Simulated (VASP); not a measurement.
Shape and ions are relaxed at each volume.

Energy against volume of Sn (beta). The numbers are results of LDA (Ceperley-Alder, Perdew-Zunger), VASP's LDA PAW potentials (set 64) (plane waves; VASP), not measurements.

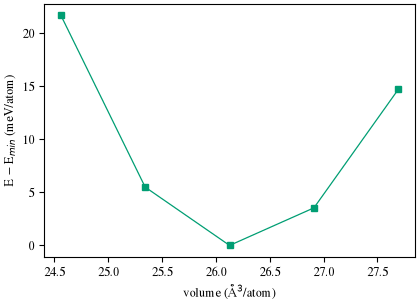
Figure: Energy against volume

Question: Estimate the equilibrium volume and the bulk modulus.

Answer: The minimum lies near 26.2 Å³/atom, and the curvature gives B0 of about 61 GPa.

Measured: bulk modulus 57.0 GPa (computed value off by +6.5 %), as given by Tao Chen et al., Physical Review Materials (2023), arXiv:2209.05059. The calculation is for a static lattice, while the measured bulk modulus holds thermal and zero-point effects, which are part of the difference.

The compound is Sn in the beta structure. It was relaxed first.
